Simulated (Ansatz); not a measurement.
Process, species as SMILES: CN(C)C + 3 [H][H] (H2) → 3 C (CH4) + N (NH3)
B3LYP-D3(BJ)/def2-TZVP geometries, fixed; electronic energies without zero-point terms.

Basis-set convergence of the energy of full hydrogenation at CCSD(T) with Ansatz (a quantum-chemistry and plane-wave program). Cartesian d functions, on some or all atoms, in 6-31G*; all else is spherical. Cores are frozen. No added dispersion term, no relativity. Functions are those of the species that has most. Reference: Hartree-Fock in cc-pVQZ plus the correlation part extrapolated as X^-3 from cc-pVTZ and cc-pVQZ, -68.88 kcal/mol, itself unsure by roughly 0.05 kcal/mol (a third of the extrapolation step and of the last Hartree-Fock step). Deviations are taken from unrounded values.

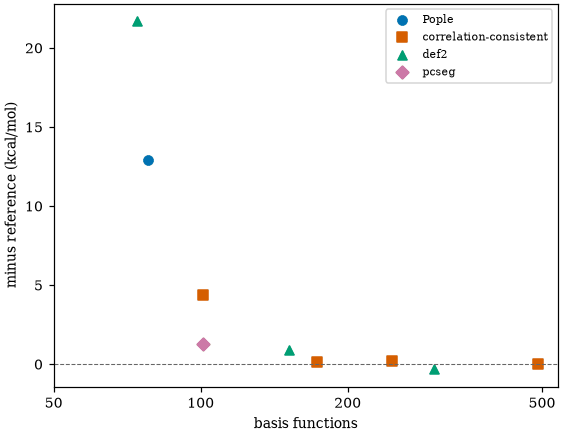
Fig. 1. Deviation from the reference against the number of basis functions, by family of sets.

```tsv
basis	functions	energy of full hydrogenation (kcal/mol)	minus reference (kcal/mol)
def2-SV(P)	74	-47.18	21.70
6-31G*	78	-55.96	12.91
cc-pVDZ	101	-64.50	4.38
pcseg-1	101	-67.57	1.31
def2-SVPD	152	-67.98	0.89
aug-cc-pVDZ	173	-68.76	0.12
cc-pVTZ	246	-68.68	0.19
def2-TZVPPD	301	-69.19	-0.31
cc-pVQZ	490	-68.85	0.03
```
